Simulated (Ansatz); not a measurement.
# How LiF (Griceite, Fm-3m) expands on warming, part 2 of 2

Wanted: α(T), C_P(T) and B(T) of LiF (Griceite) in the quasi-harmonic approximation.

Experimental results on record:
- volume expansion coefficient 99.6 1e-6/K and heat capacity C_P per formula unit 42 J/mol/K near room temperature (given in “High-Throughput Prediction of Finite-Temperature Properties using the Quasi-Harmonic Approximation”, 2016, arXiv:1603.06924)
- volume expansion coefficient 106.5 1e-6/K near room temperature (given in “Descriptors for thermal expansion in solids”, 2017, arXiv:1701.03966)

Ansatz 0.2.0; DFT PBE, scalar-relativistic, plane waves, PAW (the session's first sound run).

So far. Step 2 (Probe on a coarse mesh): The start is under 2.1 GPa at this level and looks like an insulator or semiconductor on this mesh. Step 4 (Relaxing to small residual forces and stress): The residual pressure is 0.0030 GPa, small enough for phonons.

**5. Relaxing at another setting**

The functional, the potentials or the cutoff change, so the crystal is relaxed again at the new setting.

This step: DFT PBE+D3(BJ), scalar-relativistic, plane waves, PAW (Ansatz 0.2.0).

input.yaml reads:

```yaml
crystal:
  lattice:
    - [0.0, 2.0339777672, 2.0339777672]
    - [2.0339777672, 0.0, 2.0339777672]
    - [2.0339777672, 2.0339777672, 0.0]
  atoms:
    - { symbol: Li, position: [0.0, 0.0, 0.0] }
    - { symbol: F, position: [0.5, 0.5, 0.5] }
kpoints:
  mp_grid: { grid: [12, 12, 12] }
hamiltonian:
  xc: pbe
  dispersion: d3bj
scf:
  occupations: { method: fixed }
output:
  forces: true
  stress: true
  eigenvalues: true
relax:
  adjacent_minimum: "off"
  f_tol: 0.001
  max_steps: 60
  cell: { stress_tol: 0.01 }
```

On the command line:

```console
$ ansatz run input.yaml --threads 4 --pin off --max-ram 16384MiB --backend cpu --events-out ev --progress --plain --runs-dir out
```

Numbers of over 12 decimals in the logs are rounded to 6 here.

Log:

```text
[...]
Crystal: 2 atoms, lattice volume = 16.829 Å³
Basis set: ecut = 420 eV, 331 PW (Γ), exchange–correlation on 40×40×40 points (8 copies of the dense FFT grid, shifted against one another)
Bands: 9, of which v1, the nominal top of the filled ones, is band 5 counted from 1 (4 counted from 0)
Symmetry: 48 space group operations
[...]
k-points: 72 of 1728
[...]
SCF iter   1: F=—  HF=-1016.516929 eV  |F-HF|=—  |Δ(HF+E_count)|=         —  Δρ=8.14e-4  dr2=5.51e-5  ethr=1.77e-3  ⟨swp⟩=3.9  Hψ=3675  notcnv=0  defer=105
[...]
SCF iter   7: F=-1016.516894 eV  HF=-1016.516894 eV  |F-HF|=2.02e-8  |Δ(HF+E_count)|=   1.11e-7  Δρ=1.43e-5  dr2=2.38e-8  ethr=1.00e-9  ⟨swp⟩=4.9  Hψ=3367  notcnv=0
SCF 1 converged in 7 iterations: F = -1016.516894 eV  dr2 = 2.38e-8
[...]
relax step   1: F+E_penalty+E_count = -1016.51689361 eV  Δ(F+E_penalty+E_count) = +0.000e0 eV  max|allowed force component| = 1.589e-29 eV/Å  Δτ_max = 0.0000 Å  P = -3.388 GPa  Ω = 16.829 Å³  (7 SCF iters, dr2 threshold 1.00e-7 eV, accepted)
Crystal: 2 atoms, lattice volume = 16.566 Å³
[...]
SCF iter   4: F=-1016.522648 eV  HF=-1016.522648 eV  |F-HF|=4.05e-8  |Δ(HF+E_count)|=   3.17e-7  Δρ=2.00e-5  dr2=2.58e-8  ethr=2.00e-9  ⟨swp⟩=4.7  Hψ=3631  notcnv=0
SCF 2 converged in 4 iterations: F = -1016.522648 eV  dr2 = 2.58e-8
relax step   2: F+E_penalty+E_count = -1016.52264794 eV  Δ(F+E_penalty+E_count) = -5.754e-3 eV  max|allowed force component| = 7.716e-30 eV/Å  Δτ_max = 0.0000 Å  P = -2.273 GPa  Ω = 16.566 Å³  energy of the carried Pulay correction = +1.098e-3 eV  (4 SCF iters, dr2 threshold 2.00e-7 eV, accepted)
Crystal: 2 atoms, lattice volume = 16.055 Å³
[...]
SCF iter   4: F=-1016.528378 eV  HF=-1016.528378 eV  |F-HF|=1.68e-7  |Δ(HF+E_count)|=   1.30e-6  Δρ=4.10e-5  dr2=1.09e-7  ethr=2.00e-9  ⟨swp⟩=5.0  Hψ=3826  notcnv=0
SCF 3 converged in 4 iterations: F = -1016.528378 eV  dr2 = 1.09e-7
relax step   3: F+E_penalty+E_count = -1016.52837806 eV  Δ(F+E_penalty+E_count) = -5.730e-3 eV  max|allowed force component| = 1.169e-29 eV/Å  Δτ_max = 0.0000 Å  P = +0.102 GPa  Ω = 16.055 Å³  energy of the carried Pulay correction = +3.285e-3 eV  (4 SCF iters, dr2 threshold 2.00e-7 eV, accepted)
[...]
relax step   4: F+E_penalty+E_count = -1016.52829708 eV  Δ(F+E_penalty+E_count) = +8.098e-5 eV  max|allowed force component| = 5.088e-29 eV/Å  Δτ_max = 0.0000 Å  P = +0.005 GPa  Ω = 16.075 Å³  energy of the carried Pulay correction = +3.197e-3 eV  (3 SCF iters, dr2 threshold 2.61e-8 eV, accepted)
[...]
relax step   5: F+E_penalty+E_count = -1016.52595504 eV  Δ(F+E_penalty+E_count) = +2.342e-3 eV  max|allowed force component| = 3.395e-29 eV/Å  Δτ_max = 0.0000 Å  P = -0.332 GPa  Ω = 16.075 Å³  stress off target by 3.32e-1 GPa  SCF on the basis re-selected at this cell (its energy is not comparable with the rows above)  (7 SCF iters)
[...]
relax step   6: F+E_penalty+E_count = -1016.52632322 eV  Δ(F+E_penalty+E_count) = -3.682e-4 eV  max|allowed force component| = 2.879e-30 eV/Å  Δτ_max = 0.0000 Å  P = +0.003 GPa  Ω = 16.006 Å³  energy of the carried Pulay correction = +2.983e-4 eV  (3 SCF iters, dr2 threshold 2.00e-7 eV, accepted)
[...]
relax step   7: F+E_penalty+E_count = -1016.52598487 eV  Δ(F+E_penalty+E_count) = +3.383e-4 eV  max|allowed force component| = 6.426e-30 eV/Å  Δτ_max = 0.0000 Å  P = -0.016 GPa  Ω = 16.006 Å³  stress off target by 1.63e-2 GPa  SCF on the basis re-selected at this cell (its energy is not comparable with the rows above)  (6 SCF iters)
[...]
relax step   8: F+E_penalty+E_count = -1016.52599977 eV  Δ(F+E_penalty+E_count) = -1.490e-5 eV  max|allowed force component| = 8.476e-30 eV/Å  Δτ_max = 0.0000 Å  P = -0.000 GPa  Ω = 16.003 Å³  energy of the carried Pulay correction = +1.473e-5 eV  (3 SCF iters, dr2 threshold 6.62e-10 eV, accepted)
[...]
SCF iter   8: F=-1016.525940 eV  HF=-1016.525940 eV  |F-HF|=1.14e-13  |Δ(HF+E_count)|=  1.14e-13  Δρ=1.99e-8  dr2=3.97e-14  ethr=1.00e-12  ⟨swp⟩=5.8  Hψ=2817  notcnv=0
SCF 9 converged in 8 iterations: F = -1016.525940 eV  dr2 = 3.97e-14
relax step   9: F+E_penalty+E_count = -1016.52594001 eV  Δ(F+E_penalty+E_count) = +5.975e-5 eV  max|allowed force component| = 1.224e-29 eV/Å  Δτ_max = 0.0000 Å  P = -0.001 GPa  Ω = 16.003 Å³  stress off target by 1.08e-3 GPa  SCF on the basis re-selected at this cell (its energy is not comparable with the rows above)  (8 SCF iters)
[...]
SCF converged after 8 iterations
Free energy (F): -1016.525940 eV
[...]
Internal energy: -1016.525940 eV  (E = F + TS)
E sigma→0 (E₀):  -1016.525940 eV
Fermi energy:    1.168169 eV
[...]
--- Stress (GPa, compression-positive) ---
       -0.001081      -0.000000      -0.000000
       -0.000000      -0.001081       0.000000
       -0.000000       0.000000      -0.001081
  P = ⅓ Tr σ = -0.0011 GPa (-0.011 kbar)
--- Band table (eV; the first three rows and the last of 72) ---
[...]
--- Relaxed structure (6 steps of the walk, 6 accepted, 3 SCFs on fresh bases) ---
[...]
cell:  # Å, volume = 16.0027 Å³
    - [0, 2.000112, 2.000112]
    - [2.000112, 0, 2.000112]
    - [2.000112, 2.000112, 0]
  atoms:
    - { symbol: Li, position: [0, 0, 0] }
    - { symbol: F, position: [0.5, 0.5, 0.5] }
```

Elapsed: 2.2 s, on 4 threads of Intel Xeon Platinum 8375C at 2.90GHz (Ice Lake), shared host; peak memory 0.34 GiB.

Step by step:

```tsv
step	energy less that of the first step (eV)	largest force component (eV/Å)	pressure (GPa)	volume (Å³)
1	0.0000	0.0000	-3.39	16.83
2	-0.0058	0.0000	-2.27	16.57
3	-0.0115	0.0000	0.10	16.05
4	-0.0114	0.0000	0.00	16.07
5*	-0.0091	0.0000	-0.33	16.07
6	-0.0094	0.0000	0.00	16.01
7*	-0.0091	0.0000	-0.02	16.01
8	-0.0091	0.0000	0.00	16.00
9*	-0.0090	0.0000	0.00	16.00
```

Relaxation steps marked * repeat the geometry before them on a plane-wave basis chosen anew for their cell, so energy and pressure can jump there.

The run keeps the 48 symmetry operations that it works with, so distortions that break them were not tested.

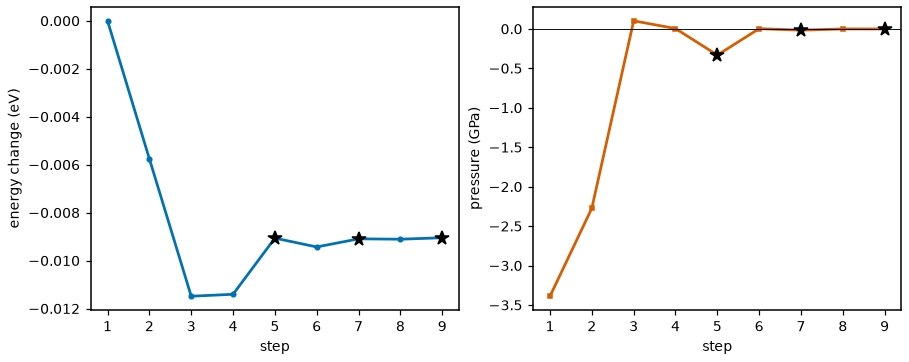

Energy and pressure along the relaxation. Stars mark steps on a basis chosen anew.

```tsv
conventional cell, symmetrised	before	after	change
a (Å)	4.068	4.000	-1.7 %
b (Å)	4.068	4.000	-1.7 %
c (Å)	4.068	4.000	-1.7 %
volume (Å³/atom)	8.41	8.00	-4.9 %
```

The relaxed structure:

```cif
data_structure
_symmetry_space_group_name_H-M 'P 1'
_symmetry_Int_Tables_number 1
_cell_length_a 2.8286
_cell_length_b 2.8286
_cell_length_c 2.8286
_cell_angle_alpha 60.000
_cell_angle_beta 60.000
_cell_angle_gamma 60.000
_cell_volume 16.00
loop_
_atom_site_label
_atom_site_type_symbol
_atom_site_fract_x
_atom_site_fract_y
_atom_site_fract_z
_atom_site_occupancy
Li1 Li 0.00000 0.00000 0.00000 1
F2 F 0.50000 0.50000 0.50000 1
```

This step gave:

```yaml
pressure: -0.001081 GPa
gap_on_the_k_mesh: 9.276 eV
volume_per_atom: 8.001 Å³
```

The residual pressure is -0.0011 GPa, small enough for phonons.

**6. The quasi-harmonic study**

The study relaxes the crystal at several strains, solves the phonons on some of them and minimises the free energy at each temperature (static energy, vibrations, the electrons in a metal, and PV under a set pressure); the q-mesh sets how far the force constants reach.

input.yaml, the sections that differ from step 5:

```yaml
crystal:
  lattice:
    - [0.0, 2.0001116586, 2.0001116586]
    - [2.0001116586, 0.0, 2.0001116586]
    - [2.0001116586, 2.0001116586, 0.0]
  atoms:
    - { symbol: Li, position: [0.0, 0.0, 0.0] }
    - { symbol: F, position: [0.5, 0.5, 0.5] }
output:
  eigenvalues: true
phonons:
  method: dfpt
  qmesh: [4, 4, 4]
  temperatures: { t_max: 800.0, t_step: 50 }
  thermal_expansion: {}
# kpoints, hamiltonian, scf: as in step 5
# relax: removed
```

Log:

```text
[...]
Crystal: 2 atoms, lattice volume = 16.003 Å³
Basis set: ecut = 487.2 eV, 387 PW (Γ), exchange–correlation on 48×48×48 points (8 copies of the dense FFT grid, shifted against one another)
Bands: 9, of which v1, the nominal top of the filled ones, is band 5 counted from 1 (4 counted from 0)
Symmetry: 48 space group operations
[...]
k-points: 72 of 1728
[...]
SCF iter   1: F=—  HF=-1016.530059 eV  |F-HF|=—  |Δ(HF+E_count)|=         —  Δρ=1.14e-3  dr2=2.43e-5  ethr=1.77e-3  ⟨swp⟩=3.9  Hψ=3747  notcnv=0  defer=104
[...]
SCF iter   9: F=-1016.530096 eV  HF=-1016.530096 eV  |F-HF|=9.09e-13  |Δ(HF+E_count)|=  1.89e-11  Δρ=1.11e-7  dr2=1.32e-12  ethr=1.00e-12  ⟨swp⟩=5.8  Hψ=2940  notcnv=0
SCF 1 converged in 9 iterations: F = -1016.530096 eV  dr2 = 1.32e-12
[...]
relax step   1: F+E_penalty+E_count = -1016.53009569 eV  Δ(F+E_penalty+E_count) = +0.000e0 eV  max|allowed force component| = 8.073e-29 eV/Å  Δτ_max = 0.0000 Å  (9 SCF iters, accepted)
SCF converged after 9 iterations
Free energy (F): -1016.530096 eV
[...]
Internal energy: -1016.530096 eV  (E = F + TS)
E sigma→0 (E₀):  -1016.530096 eV
Fermi energy:    1.169659 eV
[...]
--- Stress (GPa, compression-positive) ---
       -0.012247       0.000000       0.000000
       -0.000000      -0.012247       0.000000
        0.000000      -0.000000      -0.012247
  P = ⅓ Tr σ = -0.0122 GPa (-0.122 kbar)
--- Band table (eV; the first three rows and the last of 72) ---
[...]
── thermal expansion: 3 new cells, 3 in all ──
thermal expansion: variable-cell relaxation of cell 1
thermal expansion: relaxation of cell 1
thermal expansion: relaxation of cell 2
thermal expansion: relaxation of cell 3
── thermal expansion: 2 new cells, 5 in all ──
thermal expansion: relaxation of cell 4
thermal expansion: lower-state search of cell 4
thermal expansion: phonons of cell 4
thermal expansion: relaxation of cell 5
thermal expansion: phonons of cell 5
── thermal expansion: 8 new cells, 13 in all ──
thermal expansion: relaxation of cell 6
thermal expansion: relaxation of cell 7
thermal expansion: relaxation of cell 8
thermal expansion: relaxation of cell 9
thermal expansion: relaxation of cell 10
thermal expansion: relaxation of cell 11
thermal expansion: relaxation of cell 12
thermal expansion: relaxation of cell 13
thermal expansion: phonons of cell 6
thermal expansion: phonons of cell 7
thermal expansion: phonons of cell 8
thermal expansion: phonons of cell 9
thermal expansion: phonons of cell 10
── thermal expansion: 1 new cells, 14 in all ──
thermal expansion: relaxation of cell 14
thermal expansion: phonons of cell 14
--- Relaxed structure (1 steps of the walk, 1 accepted, 0 SCFs on fresh bases) ---
  F+E_penalty+E_count = -1016.53009569 eV   max|allowed force component| = 8.073e-29 eV/Å
  atoms:
    - { symbol: Li, position: [0.0, 0.0, 0.0] }
    - { symbol: F, position: [0.500000, 0.500000, 0.500000] }
--- Thermal expansion: 14 cells in 4 rounds, 0 GPa ---
  no lower state was reached at cell 4
  without vibrations: a 2.82840, b 2.82840, c 2.82840 Å, V 15.9996 Å³, B 74.51 GPa
  at 0 K: a 2.85312, b 2.85312, c 2.85312 Å, V 16.4227 Å³, B 69.40 GPa
  zero-point expansion: a +0.874, b +0.874, c +0.874, V +2.645 %
      T/K        a/Å        b/Å        c/Å       V/Å³ | expansion of a, b, c, V (1e-6/K)   | that of V in the mean from 25 °C | C_P, C_V (J/mol K of the cell) | B_T, B_S (GPa)
     0.00    2.85312    2.85312    2.85312    16.4227 |    0.00    0.00    0.00    0.00 |   61.15 |     0.000     0.000 |    69.40    69.40
   100.00    2.85413    2.85413    2.85413    16.4402 |   12.41   12.41   12.41   37.23 |   86.75 |    14.149    14.055 |    68.57    69.03
   200.00    2.86058    2.86058    2.86058    16.5518 |   30.67   30.67   30.67   92.00 |  107.13 |    34.403    33.305 |    65.09    67.23
   298.15    2.87067    2.87067    2.87067    16.7277 |   40.42   40.42   40.42  121.27 |       - |    43.913    41.230 |    60.73    64.68
   350.00    2.87701    2.87701    2.87701    16.8386 |   44.54   44.54   44.54  133.61 |  127.92 |    47.123    43.440 |    58.14    63.07
   450.00    2.89101    2.89101    2.89101    17.0857 |   52.81   52.81   52.81  158.44 |  140.93 |    52.046    45.961 |    52.36    59.29
   550.00    2.90789    2.90789    2.90789    17.3868 |   64.72   64.72   64.72  194.17 |  156.46 |    57.073    47.326 |    44.89    54.13
   650.00    2.92991    2.92991    2.92991    17.7848 |   90.46   90.46   90.46  271.38 |  179.61 |    65.577    48.149 |    33.99    46.30
   750.00    2.97331    2.97331    2.97331    18.5868 |  370.15  370.15  370.15 1110.46 |  245.96 |   147.337    48.736 |     9.52    28.80
   800.00  the crystal comes to no rest above 750 K within reach of its cells: the search for the crystal at rest had not settled after 100 steps
  the static fit leaves 0.002 meV an atom of the energies and, of the stresses, 0.000 GPa of each cell's largest along a strain (root mean squares over the cells), whose Pulay part it has at -0.009 GPa
  vibrations' free energy: its fit leaves 0.0163 meV an atom at the most
  the electrons' free energy at temperature is not in it: every band gap is over 0.83 eV
  free energies summed between the sampled wave vectors
  estimated error of the fitted expansion in any direction: up to 67.278e-6/K, at 750 K (an estimate, not a bound: it was exceeded on models of known expansion)
  the energies and the vibrations are of d3bj (s6 = 1.0, s8 = 0.7875, a1 = 0.4289, a2_bohr = 4.4407) at the weights and the pressure of the crystal at rest
  by sums over the sampled wave vectors an expansion of the volume parts by up to 110.68e-6/K
  by a static energy of one degree less an expansion of the volume parts by up to 3.67e-6/K
  band gaps on the cells' k-points are 7.787 to 9.551 eV
```

Run time: 7 min. Hardware: 4 threads; peak memory 1.1 GiB; 27 min of CPU time.

This step gave:

| Property | Result |
| --- | --- |
| pressure | -0.01225 GPa |
| gap on the k-mesh | 9.273 eV |
| volume expansion coefficient at 298 K | 121.3 1e-6/K |
| C_P at 298 K | 21.96 J/mol-atom/K |
| entropy at 298 K | 19.00 J/mol-atom/K |
| isothermal bulk modulus at 298 K | 60.73 GPa |
| Grüneisen parameter at 298 K | 1.799 |
| volume at 298 K | 8.364 Å³/atom |
| principal linear expansion coefficients at 298 K | 40.42, 40.42, 40.42 1e-6/K |

Strained cells of the study; zero-point energy where phonons were solved; the pressures are stresses at a fixed cutoff and can carry an offset from the finite basis. Expansion cells, by row:

```tsv
cell	|a| (Å)	|b| (Å)	|c| (Å)	V (Å³/atom)	E - E_lowest (meV/atom)	pressure, compression positive (GPa)	gap (eV)	zero-point energy (meV/atom)
1	2.829	2.829	2.829	8.001	0	-0.024	9.273	-
2	2.851	2.851	2.851	8.195	1.061	-1.717	9.058	-
3	2.806	2.806	2.806	7.812	1.065	1.847	9.494	-
4	2.829	2.829	2.829	8.002	0	-0.026	9.273	61.36
5	2.843	2.843	2.843	8.122	0.423	-1.105	9.138	59.94
6	2.857	2.857	2.857	8.242	1.615	-2.096	9.008	58.55
7	2.885	2.885	2.885	8.489	6.283	-3.919	8.753	55.78
8	2.914	2.914	2.914	8.744	13.81	-5.516	8.508	53.04
9	2.942	2.942	2.942	9.007	24.01	-6.91	8.271	50.3
10	2.972	2.972	2.972	9.277	36.71	-8.119	8.043	47.54
11	2.801	2.801	2.801	7.766	1.679	2.345	9.551	-
12	2.815	2.815	2.815	7.883	0.409	1.124	9.411	-
13	2.995	2.995	2.995	9.501	48.68	-8.972	7.865	-
14	3.006	3.006	3.006	9.604	54.53	-9.321	7.787	44.24
```

Quasi-harmonic; a, b, c are the run's own cell vectors. Expansion, by row:

```tsv
T (K)	a (Å)	b (Å)	c (Å)	alpha (deg)	beta (deg)	gamma (deg)	cell volume (Å³/cell)	alpha_a (1e-6/K)	alpha_b (1e-6/K)	alpha_c (1e-6/K)	alpha_V (1e-6/K)	C_P (J/mol-atom/K)	C_V (J/mol-atom/K)	S (J/mol-atom/K)	B_T (GPa)	B_S (GPa)	Grueneisen	extrapolation	fit error (1e-6/K)
0	2.853	2.853	2.853	60	60	60	16.42	0	0	0	0	0	0	0	69.4	69.4	-	0	0
50	2.853	2.853	2.853	60	60	60	16.42	1.86	1.86	1.86	5.58	1.085	1.084	0.309	69.33	69.37	1.764	0	0.14
100	2.854	2.854	2.854	60	60	60	16.44	12.41	12.41	12.41	37.23	7.075	7.027	2.722	68.57	69.03	1.798	0	0.21
150	2.857	2.857	2.857	60	60	60	16.48	23.1	23.1	23.1	69.29	13.05	12.81	6.782	67.02	68.27	1.799	0	0.25
200	2.861	2.861	2.861	60	60	60	16.55	30.67	30.67	30.67	92	17.2	16.65	11.14	65.09	67.23	1.792	0	0.23
250	2.865	2.865	2.865	60	60	60	16.64	36.16	36.16	36.16	108.5	20.01	19.09	15.3	62.95	66.01	1.792	0	0.19
298.1	2.871	2.871	2.871	60	60	60	16.73	40.42	40.42	40.42	121.3	21.96	20.61	19	60.73	64.68	1.799	0	0.31
300	2.871	2.871	2.871	60	60	60	16.73	40.58	40.58	40.58	121.7	22.02	20.66	19.14	60.64	64.62	1.8	0	0.32
350	2.877	2.877	2.877	60	60	60	16.84	44.54	44.54	44.54	133.6	23.56	21.72	22.66	58.14	63.07	1.813	0	0.53
400	2.884	2.884	2.884	60	60	60	16.96	48.48	48.48	48.48	145.4	24.85	22.45	25.89	55.4	61.31	1.832	0	0.74
450	2.891	2.891	2.891	60	60	60	17.09	52.81	52.81	52.81	158.4	26.02	22.98	28.88	52.36	59.29	1.857	0	0.93
500	2.899	2.899	2.899	60	60	60	17.23	57.99	57.99	57.99	174	27.21	23.37	31.68	48.91	56.94	1.889	0	0.97
550	2.908	2.908	2.908	60	60	60	17.39	64.72	64.72	64.72	194.2	28.54	23.66	34.34	44.89	54.13	1.928	0	0.72
600	2.918	2.918	2.918	60	60	60	17.57	74.41	74.41	74.41	223.2	30.23	23.89	36.89	40.06	50.69	1.98	0	0.58
650	2.93	2.93	2.93	60	60	60	17.78	90.46	90.46	90.46	271.4	32.79	24.07	39.4	33.99	46.3	2.052	0	2.39
700	2.945	2.945	2.945	60	60	60	18.07	125.3	125.3	125.3	376	38.02	24.23	41.99	25.62	40.21	2.164	0	7.51
750	2.973	2.973	2.973	60	60	60	18.59	370.1	370.1	370.1	1110	73.67	24.37	45.25	9.52	28.8	2.429	0	67.28
```

The expansion coefficient by temperature; values in 1e-6/K:

```tsv
temperature (K)	volume	principal 1
0	0	0
50	5.58	1.86
100	37.2	12.4
150	69.3	23.1
200	92	30.7
250	108	36.2
298	121	40.4
300	122	40.6
350	134	44.5
400	145	48.5
450	158	52.8
500	174	58.0
550	194	64.7
600	223	74.4
650	271	90.5
700	376	125
750	1110	370
```

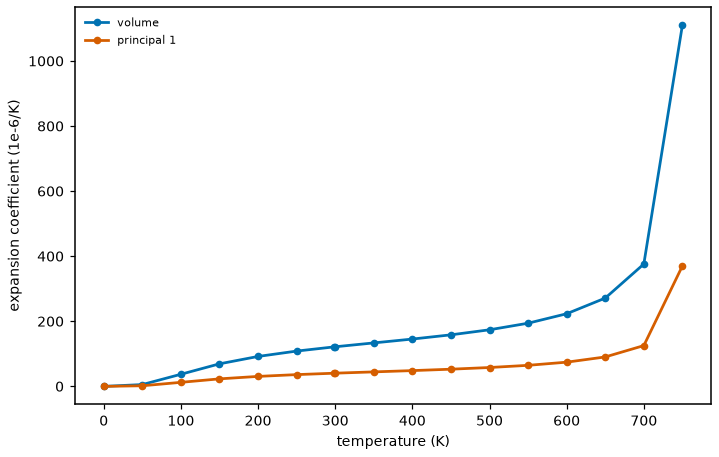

Expansion coefficient, plotted against temperature.

At 298 K the volume expansion is 121 × 10⁻⁶/K and B_T is 60.7 GPa. The program raised the cutoff to 487.2 eV by itself: with no cutoff typed, the study takes about 1.16 times the default for its relaxations and scales it with the volume for the phonons.

**7. What came out**

| Item | Value |
| --- | --- |
| settings of these figures | PBE+D3(BJ), 487.2 eV, k 12×12×12, q 4×4×4 |
| volume expansion coefficient at 298 K | 121.3 1e-6/K |
| C_P at 298 K | 21.96 J/mol-atom/K |
| entropy at 298 K | 19.00 J/mol-atom/K |
| isothermal bulk modulus at 298 K | 60.73 GPa |
| Grüneisen parameter at 298 K | 1.799 |
| volume at 298 K | 8.364 Å³/atom |
| principal linear expansion coefficients at 298 K | 40.42, 40.42, 40.42 1e-6/K |

**Reading.** Near room temperature LiF (Griceite) expands by 121 × 10⁻⁶/K in volume by PBE+D3(BJ), with C_P = 22.0 J/(mol K) per mole of atoms and B_T = 60.7 GPa. At some temperatures (first at 750 K) the program's own estimate of the fit error is large against the linear coefficients, so those rows are unreliable. Between 298.15 and 750 K the bulk modulus falls by 84 % and the Grüneisen parameter grows; in this range the quasi-harmonic approximation, which lacks anharmonicity at fixed volume, tends to overshoot. C_P at room temperature is 88 % of the classical 3R an atom; C_V is 83 %, and the rest is expansion work. Above 750 K the study finds no volume of rest, and gives nothing there: the quasi-harmonic free energy has lost its minimum, and the figures just below are already near that breakdown. A measured volume expansion coefficient near room temperature is 99.6 1e-6/K (arXiv:1603.06924); the calculated 121 1e-6/K differs by +22 %. A measured heat capacity per formula unit near room temperature is 42 J/mol/K (arXiv:1603.06924); the calculated 43.9 J/mol/K differs by +5 %. The dispersion term is taken with its C6 weights frozen at the crystal at rest, in the force constants and, in the expansion study, in the energies too.

[Logs are printed without paths, hosts, clocks, repeated set-up lines and the standing remarks that a program may print on its own settings, such as how far it seeks lower states.]

[Hosts, paths, dates, database ids (printed as entryN), source tags and the programs' standing remarks are cut or masked in the printed files.]

[A step with changed settings may run another functional than the one named; its input shows which.]
